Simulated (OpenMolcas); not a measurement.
# BClF$_{2}$: single-point calculation (part 3 of 3)

BClF$_{2}$, multiplicity 3; M06-L/aug-cc-pVDZ, UKS (OpenMolcas 26.06). The geometry is that of the parent species in another charge or spin state. The geometry comes from this level: PBE0-D4/def2-TZVP.

Geometry of the input (Å):
```
F  -0.1737  -1.2543  -0.5463
B  -0.0671  -0.0413  -0.0620
F  -1.0116  0.8301  -0.3177
Cl 1.3079  0.4053  0.9057
```

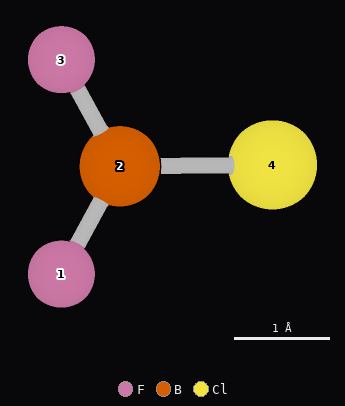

Fig. 1: The input geometry (ball-and-stick view, seen at a tilt; atoms are numbered from 1 in the order of the input).

### Output, continued
```
      Basis set list:
        1 F1     1s                 21 F1     3d1+               41 B2     3d0                61 F3     3d2-               81 CL4    2py
        2 F1     1s                 22 F1     3d2+               42 B2     3d0                62 F3     3d1-               82 CL4    2py
        3 F1     1s                 23 F1     3d2+               43 B2     3d1+               63 F3     3d1-               83 CL4    2pz
        4 F1     1s                 24 B2     1s                 44 B2     3d1+               64 F3     3d0                84 CL4    2pz
        5 F1     2px                25 B2     1s                 45 B2     3d2+               65 F3     3d0                85 CL4    2pz
        6 F1     2px                26 B2     1s                 46 B2     3d2+               66 F3     3d1+               86 CL4    2pz
        7 F1     2px                27 B2     1s                 47 F3     1s                 67 F3     3d1+               87 CL4    3d2-
        8 F1     2py                28 B2     2px                48 F3     1s                 68 F3     3d2+               88 CL4    3d2-
        9 F1     2py                29 B2     2px                49 F3     1s                 69 F3     3d2+               89 CL4    3d1-
       10 F1     2py                30 B2     2px                50 F3     1s                 70 CL4    1s                 90 CL4    3d1-
       11 F1     2pz                31 B2     2py                51 F3     2px                71 CL4    1s                 91 CL4    3d0
       12 F1     2pz                32 B2     2py                52 F3     2px                72 CL4    1s                 92 CL4    3d0
       13 F1     2pz                33 B2     2py                53 F3     2px                73 CL4    1s                 93 CL4    3d1+
       14 F1     3d2-               34 B2     2pz                54 F3     2py                74 CL4    1s                 94 CL4    3d1+
       15 F1     3d2-               35 B2     2pz                55 F3     2py                75 CL4    2px                95 CL4    3d2+
       16 F1     3d1-               36 B2     2pz                56 F3     2py                76 CL4    2px                96 CL4    3d2+
       17 F1     3d1-               37 B2     3d2-               57 F3     2pz                77 CL4    2px
       18 F1     3d0                38 B2     3d2-               58 F3     2pz                78 CL4    2px
       19 F1     3d0                39 B2     3d1-               59 F3     2pz                79 CL4    2py
       20 F1     3d1+               40 B2     3d1-               60 F3     3d2-               80 CL4    2py

  Index Energy  Occupation Coefficients ...

    1 -101.3144    2.0000         70 CL4    1s     ( 1.000),

    2  -24.5149    2.0000          1 F1     1s     ( 0.904),

    3  -24.5043    2.0000         47 F3     1s     ( 0.904),

    4   -9.4905    2.0000         71 CL4    1s     (-1.002),

    5   -7.2405    2.0000         79 CL4    2py    ( 0.924),

    6   -7.2245    2.0000         75 CL4    2px    ( 0.487),    83 CL4    2pz    (-0.825),

    7   -7.2674    2.0000         75 CL4    2px    (-0.785),    83 CL4    2pz    (-0.552),

    8   -6.6091    2.0000         24 B2     1s     ( 1.006),

    9   -1.1271    2.0000          2 F1     1s     (-0.591),    31 B2     2py    ( 0.377),    48 F3     1s     ( 0.593),

   10   -1.2846    2.0000          2 F1     1s     (-0.646),    26 B2     1s     ( 0.385),    48 F3     1s     (-0.645),

   11   -0.6062    2.0000          2 F1     1s     (-0.387),     8 F1     2py    ( 0.484),    31 B2     2py    (-0.381),    32 B2     2py    ( 0.250),
                                  48 F3     1s     ( 0.386),    51 F3     2px    (-0.423),    54 F3     2py    ( 0.314),

   12   -0.5501    1.9999          2 F1     1s     ( 0.235),     8 F1     2py    (-0.435),    26 B2     1s     ( 0.270),    28 B2     2px    ( 0.370),
                                  29 B2     2px    (-0.225),    34 B2     2pz    ( 0.261),    48 F3     1s     ( 0.234),    51 F3     2px    (-0.250),
                                  54 F3     2py    ( 0.378),    76 CL4    2px    (-0.438),    84 CL4    2pz    (-0.308),

   13   -0.3948    1.9999          5 F1     2px    ( 0.336),    11 F1     2pz    (-0.568),    51 F3     2px    (-0.336),    57 F3     2pz    ( 0.568),

   14   -0.3818    1.9998         11 F1     2pz    (-0.343),    57 F3     2pz    (-0.343),    76 CL4    2px    (-0.400),    84 CL4    2pz    ( 0.677),

   15   -0.4160    1.9998          5 F1     2px    ( 0.568),    11 F1     2pz    ( 0.327),    51 F3     2px    ( 0.419),    54 F3     2py    ( 0.347),
                                  57 F3     2pz    ( 0.368),

   16   -0.8692    1.9996         72 CL4    1s     ( 0.943),

   17   -0.4076    1.9995          5 F1     2px    (-0.479),     8 F1     2py    ( 0.273),    54 F3     2py    ( 0.484),    57 F3     2pz    ( 0.271),
                                  80 CL4    2py    ( 0.472),

   18   -0.4411    1.9995         11 F1     2pz    ( 0.397),    34 B2     2pz    ( 0.259),    57 F3     2pz    ( 0.397),    76 CL4    2px    (-0.284),
                                  84 CL4    2pz    ( 0.480),

   19   -0.5533    1.9990          8 F1     2py    (-0.318),    25 B2     1s     (-0.552),    26 B2     1s     ( 0.298),    72 CL4    1s     ( 0.327),
                                  76 CL4    2px    ( 0.509),    84 CL4    2pz    ( 0.358),

   20   -0.3721    1.0000         80 CL4    2py    ( 0.833),

   21   -0.0027    1.0000         28 B2     2px    ( 0.499),    34 B2     2pz    (-0.845),

   22    0.2028    0.0010         25 B2     1s     ( 1.614),    26 B2     1s     (-1.250),

   23    0.4082    0.0005         28 B2     2px    (-0.753),    29 B2     2px    ( 0.697),    34 B2     2pz    ( 1.274),    35 B2     2pz    (-1.181),

   24    0.3067    0.0005          4 F1     1s     (-0.653),    32 B2     2py    (-1.279),    50 F3     1s     ( 0.654),    80 CL4    2py    ( 0.797),

   25    0.6243    0.0004         25 B2     1s     (-0.870),    26 B2     1s     ( 1.089),    29 B2     2px    ( 0.589),    73 CL4    1s     (-0.925),
                                  74 CL4    1s     (-0.591),    77 CL4    2px    ( 0.656),    95 CL4    3d2+   ( 0.567),

   26    0.4519    0.0002         26 B2     1s     ( 1.376),    29 B2     2px    (-0.799),

   27    0.3995    0.0002         34 B2     2pz    (-0.416),    35 B2     2pz    ( 0.521),    42 B2     3d0    (-0.452),    76 CL4    2px    (-0.441),
                                  84 CL4    2pz    ( 0.747),    85 CL4    2pz    (-0.607),    86 CL4    2pz    (-0.475),

   28    0.6421    0.0001          5 F1     2px    ( 0.336),     6 F1     2px    (-0.394),    11 F1     2pz    (-0.569),    12 F1     2pz    ( 0.666),
                                  39 B2     3d1-   ( 0.356),    40 B2     3d1-   (-0.539),    51 F3     2px    (-0.336),    52 F3     2px    ( 0.394),
                                  57 F3     2pz    ( 0.569),    58 F3     2pz    (-0.666),

   29    0.6640    0.0001         26 B2     1s     (-4.118),    74 CL4    1s     ( 2.684),

   30    0.4734    0.0000          4 F1     1s     (-2.096),    32 B2     2py    (-1.758),    50 F3     1s     ( 2.097),

   31    1.6710    0.0000          3 F1     1s     (-1.470),    25 B2     1s     ( 2.816),    49 F3     1s     (-1.468),    74 CL4    1s     (-1.410),

   32    1.8535    0.0000          4 F1     1s     (-4.776),    32 B2     2py    (-3.659),    50 F3     1s     ( 4.777),

   33    1.6493    0.0000         25 B2     1s     ( 9.172),    26 B2     1s     (-12.02),

   34    1.4992    0.0000         72 CL4    1s     (-3.389),    73 CL4    1s     ( 5.405),    74 CL4    1s     ( 3.149),    77 CL4    2px    (-2.794),

   35    1.0426    0.0000          4 F1     1s     (-3.676),    38 B2     3d2-   ( 3.039),    40 B2     3d1-   ( 2.585),    46 B2     3d2+   (-2.541),
                                  50 F3     1s     ( 3.677),    81 CL4    2py    (-4.182),

   36    2.4658    0.0000          3 F1     1s     (-4.056),    26 B2     1s     ( 6.941),    49 F3     1s     (-4.048),

   37    0.9110    0.0000         77 CL4    2px    (-1.459),    84 CL4    2pz    (-1.318),    85 CL4    2pz    ( 2.467),

   38    1.9044    0.0000          4 F1     1s     ( 7.334),    32 B2     2py    ( 3.988),    50 F3     1s     (-7.329),

   39    1.0620    0.0000         26 B2     1s     ( 2.359),    29 B2     2px    ( 2.032),    74 CL4    1s     (-3.966),    77 CL4    2px    ( 2.595),

   40    0.9526    0.0000         72 CL4    1s     (-3.679),    73 CL4    1s     ( 5.988),

   41    0.1197    0.0000         27 B2     1s     (-2.582),    74 CL4    1s     ( 2.620),

   42    0.1493    0.0000         26 B2     1s     ( 2.901),

   43    0.0823    0.0000         32 B2     2py    (-1.132),    33 B2     2py    ( 1.375),

   44    0.1486    0.0000         30 B2     2px    (-0.652),    35 B2     2pz    (-0.570),    36 B2     2pz    ( 1.101),

   45    0.3153    0.0000         50 F3     1s     ( 1.664),    74 CL4    1s     (-2.758),    78 CL4    2px    ( 1.887),

   46    0.2505    0.0000          4 F1     1s     (-4.601),    50 F3     1s     ( 4.356),

   47    0.4693    0.0000          4 F1     1s     (-1.480),    25 B2     1s     (-2.010),    26 B2     1s     ( 2.775),

   48    0.3915    0.0000          4 F1     1s     ( 1.196),    36 B2     2pz    ( 0.829),    42 B2     3d0    ( 1.030),    78 CL4    2px    ( 1.019),
                                  86 CL4    2pz    (-1.629),

   49    0.2883    0.0000         26 B2     1s     ( 3.801),    74 CL4    1s     (-2.988),

   50    2.1986    0.0000          4 F1     1s     (-4.190),    26 B2     1s     ( 4.229),

   51    0.3698    0.0000          4 F1     1s     (-2.085),    10 F1     2py    (-1.888),    13 F1     2pz    (-1.302),    32 B2     2py    (-1.107),
                                  50 F3     1s     ( 1.508),    53 F3     2px    ( 1.714),

   52    2.1387    0.0000          4 F1     1s     ( 4.450),    32 B2     2py    ( 2.518),    50 F3     1s     (-4.860),

   53    0.4230    0.0000          4 F1     1s     (-4.481),    10 F1     2py    (-2.317),    32 B2     2py    (-3.512),    50 F3     1s     ( 3.291),
                                  74 CL4    1s     ( 3.482),

   54    0.5679    0.0000          4 F1     1s     (-8.160),    26 B2     1s     ( 4.513),    32 B2     2py    (-4.923),

   55    0.9526    0.0000          4 F1     1s     ( 5.115),    26 B2     1s     (-5.749),    50 F3     1s     ( 4.238),

   56    0.3442    0.0000          4 F1     1s     ( 7.204),    26 B2     1s     (-5.842),

   57    0.9590    0.0000          4 F1     1s     (-14.82),    32 B2     2py    (-12.24),    50 F3     1s     ( 17.45),

   58    0.3154    0.0000          4 F1     1s     (-10.46),    32 B2     2py    (-6.423),    50 F3     1s     ( 10.54),

   59    1.7119    0.0000         73 CL4    1s     (-4.007),

   60    0.5777    0.0000          4 F1     1s     ( 13.63),    26 B2     1s     (-14.16),    50 F3     1s     ( 7.817),

   61    1.0094    0.0000          4 F1     1s     ( 2.291),    26 B2     1s     ( 3.752),    29 B2     2px    ( 3.121),    35 B2     2pz    ( 2.317),
                                  73 CL4    1s     (-4.300),    74 CL4    1s     (-4.430),

   62    0.3909    0.0000         35 B2     2pz    (-0.479),    42 B2     3d0    (-0.931),    44 B2     3d1+   (-0.468),    59 F3     2pz    (-0.485),
                                  78 CL4    2px    (-0.477),    85 CL4    2pz    ( 0.471),    86 CL4    2pz    ( 0.826),    92 CL4    3d0    (-0.805),

   63    1.1092    0.0000          7 F1     2px    ( 1.170),    26 B2     1s     (-1.565),    50 F3     1s     ( 1.684),    56 F3     2py    (-1.019),
                                  74 CL4    1s     (-1.153),

   64    4.2848    0.0000          2 F1     1s     ( 0.952),     3 F1     1s     (-1.182),     4 F1     1s     (-0.701),    25 B2     1s     ( 1.054),
                                  26 B2     1s     ( 1.202),    48 F3     1s     ( 0.950),    49 F3     1s     (-1.187),    50 F3     1s     (-0.775),

   65    0.4230    0.0000          4 F1     1s     (-12.00),    32 B2     2py    (-10.55),    50 F3     1s     ( 11.67),

   66    1.0328    0.0000          4 F1     1s     (-5.851),    32 B2     2py    (-5.826),    50 F3     1s     ( 10.39),

   67    1.5535    0.0000          6 F1     2px    (-0.602),    12 F1     2pz    ( 1.020),    19 F1     3d0    ( 0.689),    39 B2     3d1-   ( 1.168),
                                  45 B2     3d2+   ( 0.710),    52 F3     2px    ( 0.604),    58 F3     2pz    (-1.022),

   68    0.7159    0.0000          4 F1     1s     ( 6.040),    32 B2     2py    ( 3.867),    50 F3     1s     (-6.184),

   69    4.0062    0.0000          4 F1     1s     (-3.832),    32 B2     2py    (-2.939),    50 F3     1s     ( 5.533),

   70    1.1654    0.0000          6 F1     2px    ( 0.459),    11 F1     2pz    ( 0.513),    12 F1     2pz    (-0.779),    40 B2     3d1-   (-0.432),
                                  52 F3     2px    (-0.460),    57 F3     2pz    (-0.513),    58 F3     2pz    ( 0.779),

   71    1.1616    0.0000          4 F1     1s     ( 3.396),    32 B2     2py    ( 3.614),    50 F3     1s     (-6.455),

   72    1.3145    0.0000          4 F1     1s     (-7.478),    32 B2     2py    (-6.775),    50 F3     1s     ( 7.377),

   73    4.5811    0.0000          2 F1     1s     (-1.329),     3 F1     1s     ( 2.065),    25 B2     1s     (-2.237),    32 B2     2py    (-1.598),
                                  50 F3     1s     ( 2.130),

   74    0.7439    0.0000          4 F1     1s     (-1.838),    29 B2     2px    ( 1.816),    50 F3     1s     ( 3.525),

   75    2.2372    0.0000          4 F1     1s     (-3.575),     9 F1     2py    (-2.272),    31 B2     2py    (-4.122),    50 F3     1s     ( 3.266),

   76    1.5286    0.0000          4 F1     1s     (-6.169),    32 B2     2py    (-4.490),    50 F3     1s     ( 6.110),

   77    0.6637    0.0000         29 B2     2px    ( 1.386),    35 B2     2pz    (-2.459),    59 F3     2pz    ( 1.616),

   78    1.4937    0.0000          4 F1     1s     (-4.375),    32 B2     2py    (-4.076),    50 F3     1s     ( 4.535),

   79    4.4128    0.0000          4 F1     1s     ( 1.419),    26 B2     1s     (-1.705),    50 F3     1s     ( 1.232),    73 CL4    1s     (-1.201),

   80    1.1853    0.0000         17 F1     3d1-   (-0.378),    19 F1     3d0    ( 0.300),    21 F1     3d1+   ( 0.377),    23 F1     3d2+   (-0.394),
                                  61 F3     3d2-   ( 0.357),    63 F3     3d1-   (-0.428),    65 F3     3d0    (-0.459),

   81    1.1032    0.0000         13 F1     2pz    ( 0.707),    40 B2     3d1-   ( 0.759),    46 B2     3d2+   ( 0.461),    59 F3     2pz    (-0.707),
                                  89 CL4    3d1-   ( 0.882),    90 CL4    3d1-   (-0.836),    95 CL4    3d2+   ( 0.536),    96 CL4    3d2+   (-0.507),

   82    4.5538    0.0000         14 F1     3d2-   ( 0.370),    16 F1     3d1-   (-0.614),    17 F1     3d1-   ( 0.465),    18 F1     3d0    (-0.318),
                                  34 B2     2pz    (-0.437),    62 F3     3d1-   ( 0.588),    63 F3     3d1-   (-0.445),    66 F3     3d1+   (-0.387),
                                  68 F3     3d2+   ( 0.444),    69 F3     3d2+   (-0.337),

   83    0.9173    0.0000         13 F1     2pz    ( 0.628),    39 B2     3d1-   (-0.875),    40 B2     3d1-   ( 0.790),    45 B2     3d2+   (-0.533),
                                  46 B2     3d2+   ( 0.481),    59 F3     2pz    (-0.629),

   84    1.3350    0.0000         29 B2     2px    (-1.102),    50 F3     1s     (-1.589),    58 F3     2pz    ( 0.804),

   85    4.4863    0.0000         18 F1     3d0    ( 0.605),    19 F1     3d0    (-0.349),    20 F1     3d1+   ( 0.393),    22 F1     3d2+   (-0.361),
                                  60 F3     3d2-   (-0.366),    64 F3     3d0    ( 0.673),    65 F3     3d0    (-0.396),

   86    4.6077    0.0000         14 F1     3d2-   ( 0.423),    15 F1     3d2-   (-0.343),    16 F1     3d1-   (-0.513),    17 F1     3d1-   ( 0.414),
                                  18 F1     3d0    (-0.538),    19 F1     3d0    ( 0.438),    39 B2     3d1-   ( 0.311),    62 F3     3d1-   (-0.455),
                                  63 F3     3d1-   ( 0.367),    64 F3     3d0    ( 0.347),    65 F3     3d0    (-0.284),    66 F3     3d1+   ( 0.447),
                                  67 F3     3d1+   (-0.362),    68 F3     3d2+   (-0.468),    69 F3     3d2+   ( 0.379),

   87    4.4884    0.0000         16 F1     3d1-   ( 0.361),    18 F1     3d0    (-0.431),    20 F1     3d1+   (-0.435),    22 F1     3d2+   ( 0.439),
                                  60 F3     3d2-   (-0.412),    62 F3     3d1-   ( 0.429),    64 F3     3d0    ( 0.590),    65 F3     3d0    (-0.348),

--

++    Molecular properties:
      ---------------------

      Charge (e):
                      =   -0.0000
      Dipole Moment (debye):
      Origin of the operator (angstrom)=    0.2677    0.0674    0.1736
                   X=  1.7929E+00               Y=  5.8271E-01               Z=  1.2611E+00           Total=  2.2682E+00
      Quadrupole Moment (debye*angstrom):
      Origin of the operator (angstrom)=    0.2677    0.0674    0.1736
                  XX= -2.7275E+01              XY=  1.7416E-01              XZ=  8.8776E-01              YY= -2.7921E+01
                  YZ=  3.6467E-01              ZZ= -2.8022E+01
      In traceless form (debye*angstrom)
                  XX=  6.9590E-01              XY=  2.6123E-01              XZ=  1.3316E+00              YY= -2.7217E-01
                  YZ=  5.4700E-01              ZZ= -4.2373E-01
--

--- Stop Module: scf /rc=_RC_ALL_IS_WELL_ ---
--- Module scf spent 1 minute 9 seconds ---

.##################.
.# Happy landing! #.
.##################.

    Timing: Wall=71.88 User=67.85 System=4.01
```

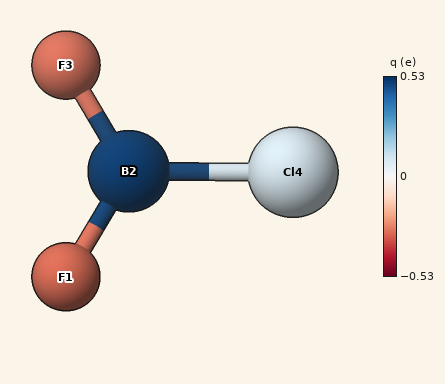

Fig. 2: Mulliken charges, as the colour of each atom (ball-and-stick view, seen on its broad side; atoms are numbered from 1 in the order of the input). By element: F −0.29, B +0.50 and Cl +0.08 e.

### Results in brief

```json
{"quantity": "outcome", "value": "converged"}
{"quantity": "total energy", "value": "−684.598606 hartree"}
{"quantity": "basis functions", "value": "96"}
{"quantity": "⟨S²⟩", "value": "2.006"}
{"quantity": "dipole moment", "value": "2.27 debye"}
{"quantity": "hardware", "value": "1 thread of Arm Neoverse V2, 24 GiB of memory available, shared host"}
{"quantity": "wall time", "value": "72 s"}
{"quantity": "peak memory", "value": "0.53 GiB"}
```
